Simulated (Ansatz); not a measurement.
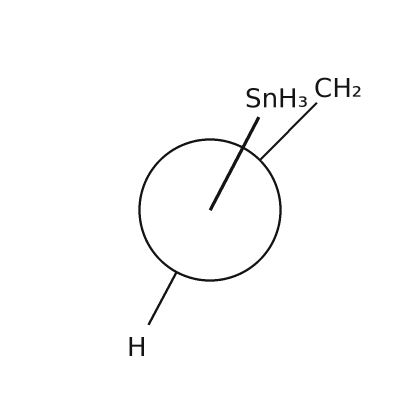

A Newman projection along the O–C bond, oxygen in front; angles are drawn as computed, but eclipsed bonds slightly apart. Computed geometry: PBE-D4/def2-SVP optimisation. No frequency run is at hand to confirm it as a minimum.

**Which molecule is it?**

C2H6OSn, C=C[O][SnH3]

**What is the torsion angle from the front SnH3 to the back CH2? The sign is positive where the front bond must turn clockwise to cover the back bond.**

1°, synperiplanar (eclipsed).
